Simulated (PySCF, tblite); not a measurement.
# C2H11O2Si3 radical: geometry, infrared bands and EPR parameters

What infrared bands and EPR parameters should C2H11O2Si3 radical (`CCO[Si@@H]([SiH3])O[SiH2]`) show?

Computed with tblite 0.8.0 and PySCF 2.14.0, with density-fitted response routines of our own, on a single molecule in the gas phase. Atoms are numbered from 0 throughout.

## Step 1: The starting structure

18 atoms, charge 0, multiplicity 2; geometry from: force field or distance geometry start.

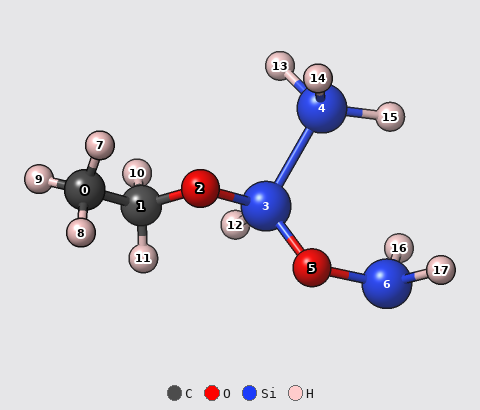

The starting geometry (carbon dark grey, oxygen red, silicon blue, hydrogen pink), atoms numbered.

## Step 2: Geometry optimisation with GFN2-xTB

What the job is given:

```
{"job": {"kind": "relax", "xc": "GFN2-xTB", "basis": "xTB"}, "charge": 0, "multiplicity": 2}
C      3.227800    -0.292400    -0.116000
C      1.809800    -0.191800    -0.690300
O      0.974900     0.102200     0.365900
Si    -0.655200     0.227100    -0.263500
Si    -1.825600    -1.218600     1.009600
O     -1.124100     1.844100    -0.021800
Si    -2.759800     2.170800    -0.256000
H      3.154000    -0.698900     0.916000
H      3.628000     0.737000    -0.032000
H      3.816100    -0.962100    -0.743100
H      1.474200    -1.180400    -1.106300
H      1.707100     0.585900    -1.451600
H     -0.594300    -0.184000    -1.641100
H     -1.471300    -2.557200     0.477200
H     -1.235500    -1.138300     2.339500
H     -3.256300    -0.951200     0.983100
H     -3.529400     1.054500    -0.794800
H     -3.349200     2.659700     1.013600
```

On the command line:

```
OMP_NUM_THREADS=1 python probes_run.py task.json out
```

One launch serves the whole session: the jobs run in the order shown.

The program printed:

```text
step      E/eV     max force
  0    -632.88784    3.357
  1    -633.23560    1.765
  2    -633.36974    1.471
  3    -633.41777    0.705
  4    -633.49735    0.580
  5    -633.54507    0.626
  6    -633.59960    0.687
  7    -633.64495    0.579
  8    -633.67825    0.509
  9    -633.70715    0.475
 10    -633.73184    0.395
 11    -633.75025    0.313
 12    -633.76726    0.315
 13    -633.78232    0.312
 14    -633.79469    0.251
 15    -633.80536    0.249
 16    -633.81398    0.244
 17    -633.82150    0.265
 18    -633.83041    0.246
 19    -633.84046    0.248
 20    -633.85084    0.218
 21    -633.86062    0.259
 22    -633.86836    0.200
 23    -633.87451    0.209
 24    -633.88051    0.212
 25    -633.88549    0.120
 26    -633.88923    0.144
 27    -633.89256    0.191
 28    -633.89644    0.268
 29    -633.90114    0.261
 30    -633.90549    0.152
 31    -633.90865    0.113
 32    -633.91114    0.115
 33    -633.91402    0.156
 34    -633.91832    0.193
 35    -633.92470    0.200
 36    -633.93270    0.237
 37    -633.94076    0.254
 38    -633.94802    0.214
 39    -633.95435    0.160
 40    -633.95885    0.320
 41    -633.96404    0.228
 42    -633.96916    0.154
 43    -633.97561    0.145
 44    -633.97724    0.106
 45    -633.97903    0.083
 46    -633.98057    0.088
 47    -633.98251    0.121
 48    -633.98468    0.159
 49    -633.98635    0.102
 50    -633.98758    0.080
 51    -633.98824    0.076
 52    -633.98892    0.083
 53    -633.98969    0.073
 54    -633.99029    0.061
 55    -633.99086    0.063
 56    -633.99155    0.066
 57    -633.99224    0.060
 58    -633.99286    0.055
 59    -633.99344    0.064
 60    -633.99415    0.083
 61    -633.99513    0.083
 62    -633.99669    0.089
 63    -633.99877    0.094
 64    -634.00012    0.091
 65    -634.00155    0.085
 66    -634.00324    0.098
 67    -634.00522    0.104
 68    -634.00734    0.133
 69    -634.00954    0.123
 70    -634.01216    0.123
 71    -634.01501    0.119
 72    -634.01788    0.152
 73    -634.02019    0.157
 74    -634.02269    0.101
 75    -634.02409    0.086
 76    -634.02519    0.071
 77    -634.02589    0.065
 78    -634.02648    0.059
 79    -634.02695    0.061
 80    -634.02738    0.048
 81    -634.02786    0.042
 82    -634.02819    0.039
 83    -634.02855    0.050
 84    -634.02894    0.072
 85    -634.02945    0.077
 86    -634.03020    0.078
 87    -634.03109    0.072
 88    -634.03200    0.080
 89    -634.03270    0.069
 90    -634.03330    0.080
 91    -634.03377    0.064
 92    -634.03442    0.048
 93    -634.03476    0.044
 94    -634.03526    0.042
 95    -634.03551    0.030
 96    -634.03568    0.029
 97    -634.03581    0.031
 98    -634.03602    0.036
 99    -634.03637    0.045
100    -634.03699    0.046
101    -634.03777    0.049
102    -634.03835    0.041
103    -634.03861    0.025
104    -634.03872    0.020
105    -634.03881    0.025
106    -634.03899    0.031
107    -634.03928    0.032
108    -634.03951    0.027
109    -634.03966    0.025
110    -634.03977    0.022
111    -634.03987    0.020
112    -634.03994    0.017
113    -634.03999    0.014
114    -634.04001    0.013
115    -634.04005    0.013
116    -634.04009    0.016
117    -634.04014    0.014
118    -634.04017    0.010
119    -634.04020    0.013
120    -634.04025    0.018
121    -634.04032    0.022
122    -634.04043    0.029
123    -634.04059    0.028
124    -634.04076    0.033
125    -634.04094    0.036
126    -634.04114    0.037
127    -634.04137    0.032
128    -634.04156    0.028
129    -634.04171    0.033
130    -634.04183    0.033
131    -634.04197    0.028
132    -634.04214    0.026
133    -634.04231    0.026
134    -634.04242    0.029
135    -634.04256    0.028
136    -634.04271    0.028
137    -634.04288    0.029
138    -634.04302    0.023
139    -634.04311    0.022
140    -634.04317    0.022
141    -634.04322    0.017
142    -634.04327    0.015
143    -634.04333    0.018
144    -634.04341    0.028
145    -634.04352    0.034
146    -634.04370    0.033
147    -634.04398    0.045
148    -634.04434    0.053
149    -634.04478    0.052
150    -634.04523    0.060
151    -634.04566    0.061
152    -634.04575    0.115
153    -634.04648    0.062
154    -634.04695    0.060
155    -634.04769    0.054
156    -634.04813    0.086
157    -634.04872    0.098
158    -634.05026    0.080
159    -634.05087    0.078
160    -634.05111    0.108
161    -634.05204    0.064
162    -634.05248    0.039
163    -634.05310    0.045
164    -634.05375    0.057
165    -634.05474    0.057
166    -634.05590    0.069
167    -634.05711    0.060
168    -634.05781    0.076
169    -634.05674    0.179
170    -634.05866    0.042
171    -634.05900    0.043
172    -634.05938    0.032
173    -634.05966    0.017
174    -634.05975    0.030
175    -634.05982    0.026
176    -634.05988    0.021
177    -634.05993    0.015
178    -634.05998    0.016
179    -634.06004    0.013
180    -634.06008    0.016
181    -634.06013    0.014
182    -634.06016    0.012
183    -634.06019    0.011
184    -634.06022    0.014
185    -634.06027    0.015
186    -634.06031    0.012
187    -634.06036    0.016
188    -634.06040    0.018
189    -634.06045    0.017
190    -634.06049    0.016
191    -634.06055    0.020
192    -634.06061    0.023
193    -634.06069    0.020
194    -634.06077    0.022
195    -634.06088    0.024
196    -634.06103    0.022
197    -634.06119    0.029
198    -634.06132    0.030
199    -634.06143    0.025
200    -634.06155    0.023
201    -634.06170    0.020
202    -634.06183    0.021
203    -634.06192    0.021
204    -634.06200    0.026
205    -634.06211    0.029
206    -634.06223    0.033
207    -634.06236    0.031
208    -634.06246    0.022
209    -634.06255    0.016
210    -634.06263    0.016
211    -634.06268    0.015
212    -634.06273    0.015
213    -634.06278    0.020
214    -634.06284    0.025
215    -634.06292    0.028
216    -634.06304    0.032
217    -634.06316    0.028
218    -634.06325    0.020
219    -634.06330    0.021
220    -634.06335    0.016
221    -634.06337    0.011
222    -634.06339    0.011
223    -634.06341    0.010
```

Run time: 1.6 s. Hardware: 1 thread of Arm Neoverse V2, shared host.

The steps of the relaxation: (not every step is listed)

```csv
step,energy from step 0 (eV),largest force (eV/Å)
0,0.0000,3.3566
1,-0.3478,1.7647
2,-0.4819,1.4705
3,-0.5299,0.7049
4,-0.6095,0.5797
5,-0.6572,0.6259
6,-0.7118,0.6868
7,-0.7571,0.5787
8,-0.7904,0.5085
29,-1.0133,0.2612
50,-1.0997,0.0798
71,-1.1272,0.1185
92,-1.1466,0.0483
113,-1.1522,0.0141
134,-1.1546,0.0289
155,-1.1599,0.0542
176,-1.1720,0.0208
197,-1.1734,0.0290
218,-1.1754,0.0197
219,-1.1755,0.0206
220,-1.1755,0.0164
221,-1.1755,0.0114
222,-1.1756,0.0106
223,-1.1756,0.0097
```

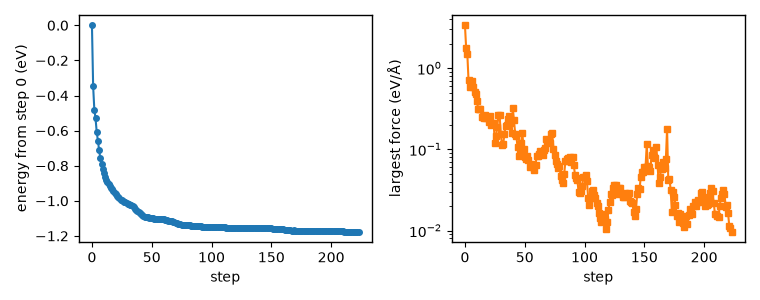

Energy and largest force along the relaxation.

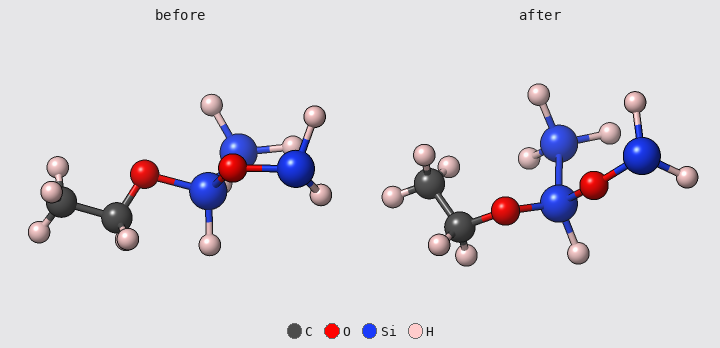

Before and after, at one scale.

Distances of close pairs at the start and the end, largest changes first:

```csv
bond,before (Å),after (Å),change (Å)
O2–Si3,1.752,1.620,-0.132
Si3–O5,1.701,1.619,-0.082
O5–Si6,1.684,1.617,-0.068
Si3–Si4,2.254,2.295,+0.041
Si3–H12,1.439,1.472,+0.033
C1–H10,1.124,1.097,-0.027
Si6–H17,1.483,1.458,-0.025
C0–H7,1.112,1.088,-0.024
```

The final coordinates are the input of the step that follows.

## Step 3: Infrared spectrum with GFN2-xTB

What the job is given:

```
{"job": {"kind": "ir", "xc": "GFN2-xTB", "basis": "xTB"}, "charge": 0, "multiplicity": 2}
C      2.551666    -0.563276     0.255094
C      1.938770    -0.147221    -1.075885
O      0.789901     0.621616    -0.901564
Si    -0.742701     0.127307    -0.723691
Si    -1.140385    -1.132531     1.153477
O     -1.511157     1.547304    -0.601817
Si    -2.737905     2.474001    -0.102126
H      1.872460    -1.218142     0.796268
H      2.741971     0.317873     0.862283
H      3.489161    -1.085638     0.083858
H      1.709692    -1.037191    -1.675440
H      2.650064     0.470057    -1.636592
H     -1.203086    -0.449128    -1.997840
H     -0.504558    -2.460038     1.094819
H     -0.652978    -0.541415     2.410319
H     -2.572064    -1.381365     1.367486
H     -3.969711     1.945178    -0.675509
H     -2.717902     2.518928     1.355202
```

The program printed:

```text
mode    cm-1     km/mol
  1      15.3      0.71
  2      20.1      2.42
  3      58.6      1.63
  4      62.0      0.30
  5      76.4      0.58
  6     108.6      0.07
  7     119.9      1.38
  8     185.6      1.76
  9     187.6     11.76
 10     225.5     13.40
 11     258.8      8.34
 12     425.6      9.78
 13     434.6     33.10
 14     457.1     34.69
 15     475.9      0.96
 16     576.9     44.72
 17     606.6     34.67
 18     639.9    206.68
 19     689.1    319.21
 20     718.7    152.77
 21     750.9    198.71
 22     762.8    148.79
 23     807.6    137.95
 24     810.7    283.50
 25     821.9    151.17
 26     835.1      9.39
 27     985.6     35.98
 28    1081.9    527.20
 29    1087.2    107.15
 30    1153.4     10.50
 31    1176.7    177.41
 32    1271.4      8.13
 33    1345.8      6.53
 34    1398.9     12.65
 35    1478.9      3.33
 36    1490.3      1.89
 37    1493.5      1.10
 38    2142.2    196.67
 39    2174.5    434.40
 40    2188.5    281.98
 41    2213.7    291.77
 42    2273.8    611.61
 43    2281.6    127.48
 44    2894.4     56.47
 45    2928.5     49.63
 46    3036.0     31.59
 47    3043.6     31.26
 48    3047.8     19.78
```

Wall time 0.67 s (1 thread of Arm Neoverse V2, shared host).

The strongest bands and the atoms that carry them (share of the mass-weighted mode):

```csv
cm⁻¹,km/mol,atoms
640,206.7,"H17 38 %, H16 30 %, Si6 16 %, H12 13 %"
689,319.2,"H12 50 %, Si3 19 %"
811,283.5,"H15 31 %, H14 25 %, H13 24 %"
1082,527.2,O5 61 %
2174,434.4,H13 92 %
2188,282.0,H14 89 %
2214,291.8,H15 96 %
2274,611.6,"H17 63 %, H16 32 %"
```

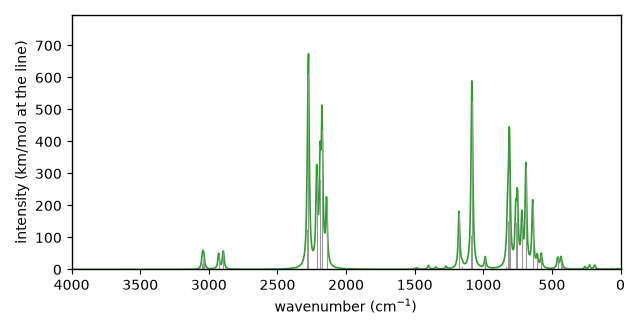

The infrared spectrum from these modes, unscaled. Lines are broadened to a width of 14 cm⁻¹ (Lorentzian).

## Step 4: g tensor and hyperfine couplings: B3LYP/pcH-1

Settings changed since step 3:

```diff
@@ -1,2 +1,2 @@
-{"job": {"kind": "ir", "xc": "GFN2-xTB", "basis": "xTB"}, "charge": 0, "multiplicity": 2}
+{"job": {"kind": "epr", "basis": "pcH-1"}, "charge": 0, "multiplicity": 2}
 C      2.551666    -0.563276     0.255094
```

With the program's defaults for keys left out, this is: UKS B3LYP, pcH-1 on C H O Si, non-relativistic, mean-field spin-orbit, GIAO.

The program printed:

```text
UKS, coarse grid
  cycle   1  E = -1101.64183662  |g| = 8.07e-01
  cycle   2  E = -1100.98032354  |g| = 1.52e+00
  cycle   3  E = -1101.85426964  |g| = 1.31e-01
  cycle   4  E = -1101.86011131  |g| = 6.84e-02
  cycle   5  E = -1101.86197967  |g| = 1.87e-02
  cycle   6  E = -1101.86208918  |g| = 7.13e-03
  cycle   7  E = -1101.86210778  |g| = 1.26e-03
  cycle   8  E = -1101.86210847  |g| = 3.90e-04
UKS, final grid
  cycle   1  E = -1101.86214572  |g| = 3.76e-04
  cycle   2  E = -1101.86214570  |g| = 4.58e-04
  cycle   3  E = -1101.86214578  |g| = 7.92e-05
  cycle   4  E = -1101.86214578  |g| = 1.75e-05
E = -1101.86214578 Eh   <S^2> = 0.7511 (exact 0.7500)
g shifts (ppm)      1          2          3
  rmc          -147       -147       -147
  gc             73         21         72
  oz_so        -727        -85       1947
  total        -801       -211       1872
hyperfine (MHz)  atom isotope    a_iso     a_fc   dipolar eigenvalues
    0   13C       0.08       0.08     -0.08     -0.07      0.16
    1   13C      -0.06      -0.06     -0.10     -0.09      0.19
    2   17O       0.74       0.74     -0.24      0.08      0.17
    3  29Si     -18.06     -18.10     -5.14      2.46      2.68
    4  29Si      -1.01      -1.01     -1.07      0.34      0.73
    5   17O     -48.17     -48.09    -22.06     10.48     11.58
    6  29Si    -614.28    -615.32   -159.09     79.34     79.75
    7    1H       0.01       0.01     -0.35     -0.31      0.66
    8    1H      -0.00      -0.00     -0.35     -0.32      0.67
    9    1H       0.02       0.02     -0.20     -0.19      0.40
   10    1H       0.01       0.01     -0.38     -0.34      0.72
   11    1H       0.02       0.02     -0.37     -0.35      0.71
   12    1H      -0.24      -0.24     -1.23     -1.14      2.37
   13    1H      -0.22      -0.22     -0.48     -0.33      0.81
   14    1H       0.32       0.32     -0.70     -0.63      1.32
   15    1H       0.77       0.77     -0.92     -0.74      1.66
   16    1H      92.55      92.55     -8.83      0.80      8.03
   17    1H      91.93      91.92     -8.83      0.75      8.07
```

Wall time 2 min (1 thread of Arm Neoverse V2, shared host); peak memory 1.1 GiB.

Principal g values 2.00152, 2.00211, 2.00419; g(iso) = 2.00261, against 2.00232 for a free electron.

Mean a(iso) over the nuclei that a row names, and the largest dipolar term of the row (other rows stand at the frozen geometry):

```csv
nuclei,isotope,a(iso) (MHz),"a(iso) (G, at g = 2.0023)",largest dipolar term (MHz)
Si6,29Si,-614.3,-219.2,-159.1
"H16, H17",1H,92.2,32.9,-8.8
O5,17O,-48.2,-17.2,-22.1
Si3,29Si,-18.1,-6.4,-5.1
Si4,29Si,-1.0,-0.4,-1.1
O2,17O,0.7,0.3,-0.2
"H13, H14, H15",1H,0.3,0.1,1.7
H12,1H,-0.2,-0.1,2.4
C0,13C,0.1,0.0,0.2
C1,13C,-0.1,0.0,0.2
H11,1H,0.0,0.0,0.7
H10,1H,0.0,0.0,0.7
"H7, H8, H9",1H,0.0,0.0,0.7
```

Mulliken spin populations:

C0 0.00; C1 0.00; O2 0.00; Si3 0.00; Si4 0.00; O5 0.04; Si6 0.89; H7 0.00; H8 0.00; H9 0.00; H10 0.00; H11 0.00; H12 0.00; H13 0.00; H14 0.00; H15 0.00; H16 0.03; H17 0.03

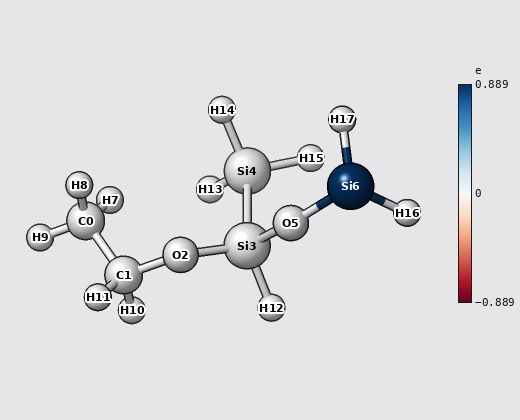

Mulliken spin populations, as colours on the atoms.

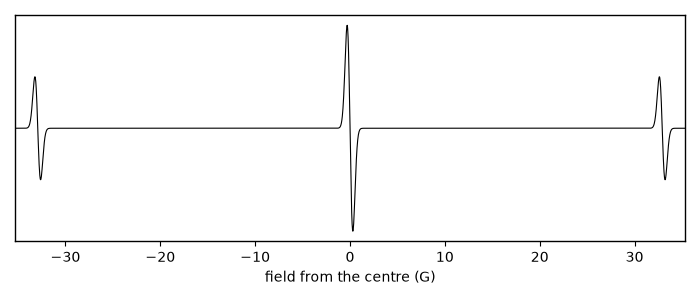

First-order isotropic spectrum (first derivative, main isotopes with spin only, couplings over 0.8 MHz, Gaussian width 0.3 G; couplings of the frozen geometry, rotation of groups not averaged beyond the rows shown).

The fields below are evaluated on a grid from the run's orbitals.

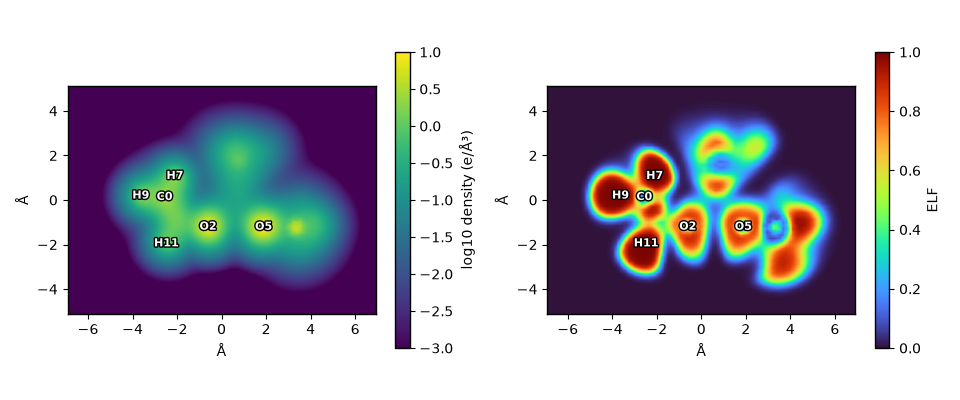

Density (left) and ELF (right) in a plane through or near 6 of the atoms.

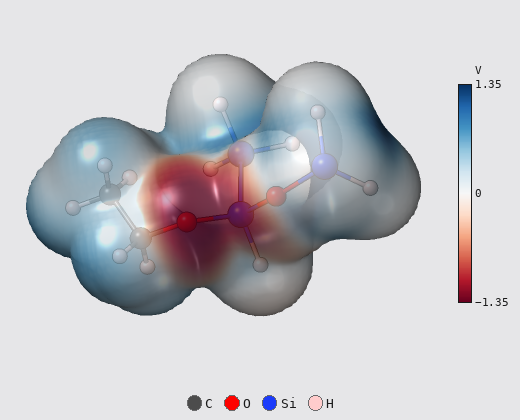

The potential that a unit positive charge feels on the 0.002 e/bohr³ surface, from -1.28 V near O2 to 1.35 V near H10.

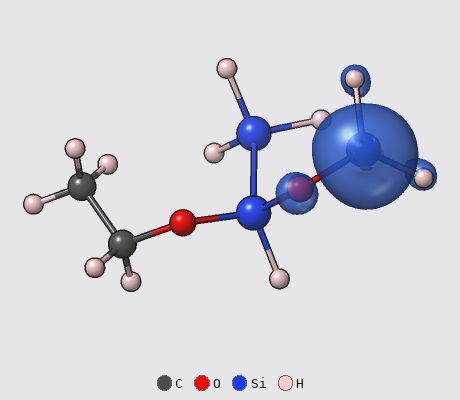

Spin density at ±0.05 e/Å³ (alpha excess blue, beta excess red).

## Step 5: What came out

| quantity | value |
| --- | --- |
| strongest single infrared mode (GFN2-xTB) | 2274 cm⁻¹, 612 km/mol |
| zero-point energy (GFN2-xTB) | 76.2 kcal/mol |
| g(iso) (B3LYP) | 2.00261 |
| ⟨S²⟩ | 0.751 (exact 0.75) |
| largest a(iso) (averaged by class) | 29Si on Si6, -614.3 MHz |
| potential on the surface of density 0.002 e/bohr³, 1st and 99th percentile | -1.28 V and 1.35 V |

Relaxing lowered the energy by 1.176 eV in 223 steps; the close pair that moved most is O2–Si3, from 1.752 to 1.620 Å. No mode is imaginary among the 48: a minimum at this level. The strongest single mode, at 2274 cm⁻¹, moves mainly H17 and H16. Unscaled tight-binding wavenumbers are off by several per cent, some by more. Its intensities can rank the bands wrongly. Si6 carries the largest spin population, 0.89 e. The isotropic g lies 0.3 ppt above the free-electron value. These values are for one conformer; the search (at its own cheap level) found 2 more, at 0.57, 1.53 kcal/mol, and measured spectra average over such forms.
